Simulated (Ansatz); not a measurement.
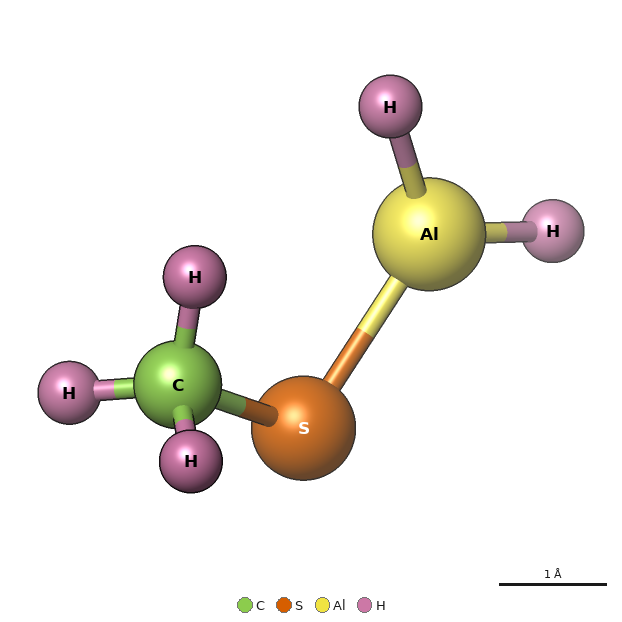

Atoms fade into the background with distance from the viewer. The geometry was computed by an optimisation with PBE0-D4/def2-TZVP. No frequency run is at hand to confirm it as a minimum. Masses are those of the most abundant isotopes; constants are for the rigid equilibrium geometry.

What kind of rotor is it, and what are its rotational constants in MHz?

Answer. An asymmetric top (Cs): A = 15470, B = 4230, C = 3393 MHz. Ray's parameter κ is −0.86, close to the prolate limit.
